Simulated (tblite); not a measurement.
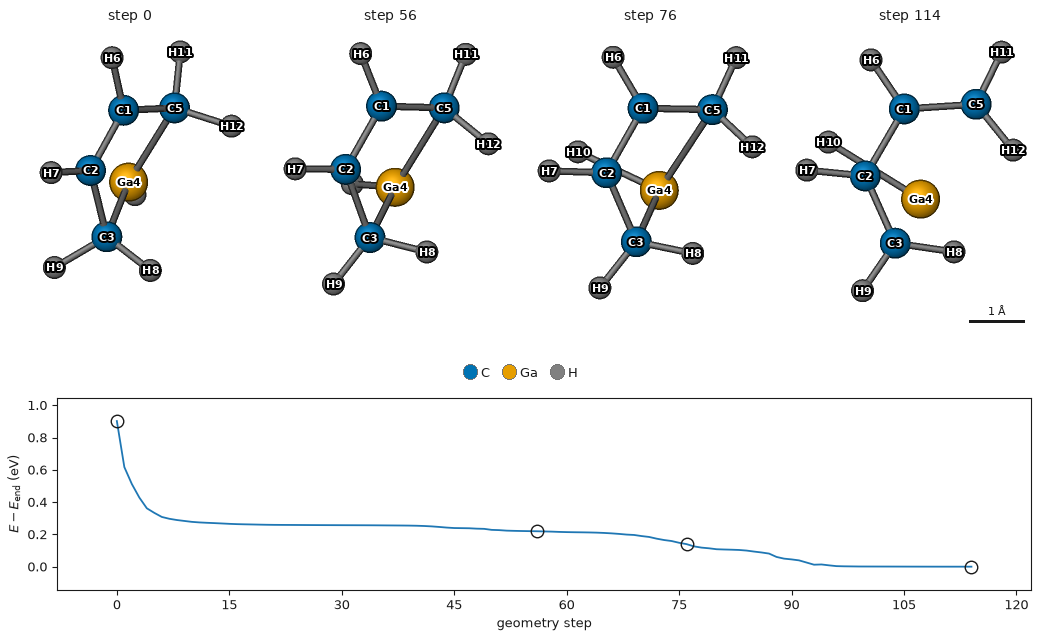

Frames of a relaxation of C$_{4}$H$_{7}$Ga, marked on the history of the run. The picture is a ball-and-stick view, seen from a free direction.

Level of theory: GFN2-xTB geometry optimisation, gas phase in tblite 0.8.0. 

**What happens along the run?**

After 114 geometry steps the energy has fallen by 0.902 eV. The largest move after the best rigid fit is that of H10, 2.15 Å. Largest moves by element: H 2.15 Å, Ga 0.68 Å, C 0.60 Å. Among the contacts that change: Ga4–C5 1.967 → 2.960 Å, C3–Ga4 2.144 → 2.967 Å, Ga4–H10 1.468 → 1.988 Å, C1–Ga4 2.627 → 2.974 Å. Bonds break: C3–Ga4 (2.14 → 2.97 Å), Ga4–C5 (1.97 → 2.96 Å). Among the angles between lasting bonds that change: C2–C3–H9 106.9° → 121.1°, C1–C5–H12 110.2° → 122.2°, H11–C5–H12 107.2° → 116.0°. The run took 0.49 s on 1 thread of Intel(R) Xeon(R) Platinum 8488C (shared host). From step 0 to 56: H10 moves most (0.81 Å), energy −0.683 eV. From step 56 to 76: H10 moves most (1.22 Å), energy −0.080 eV. From step 76 to 114: Ga4 moves most (0.59 Å), energy −0.140 eV.
